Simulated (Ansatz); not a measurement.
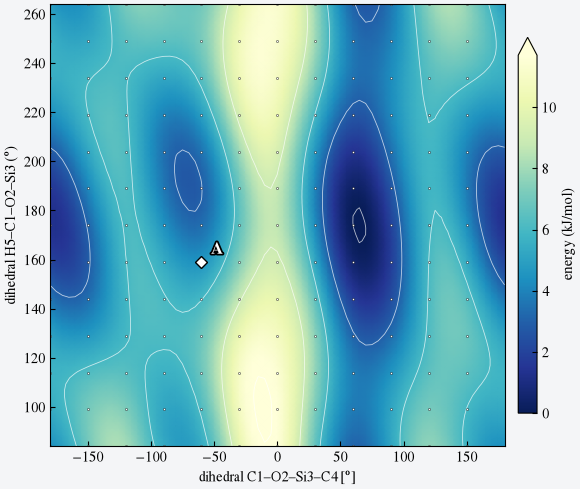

C2H8OSi, SMILES CO[SiH2]C. Coordinates scanned: (1) dihedral C1–O2–Si3–C4; (2) dihedral H5–C1–O2–Si3. Nothing is relaxed (all other coordinates rigid). Grid: 12 × 13 points. Points are written as (first, second). Energies: kJ/mol, counted from the lowest grid point. Computed with RKS PBE-D4/def2-SVP in Ansatz 0.2.0.

Drawn: a smooth colour map with a few white contour lines, dots at the grid points, one colour for all values above the top of the scale, the point A. Between grid points the surface is interpolated.

Question: Is A at rest? If not, where is it pushed?

Answer: A, at (−60°, 159°), is not a stationary point. The computed force is 0.045 kJ/mol for each degree towards smaller values of dihedral C1–O2–Si3–C4 and 0.092 kJ/mol for each degree towards larger values of dihedral H5–C1–O2–Si3.
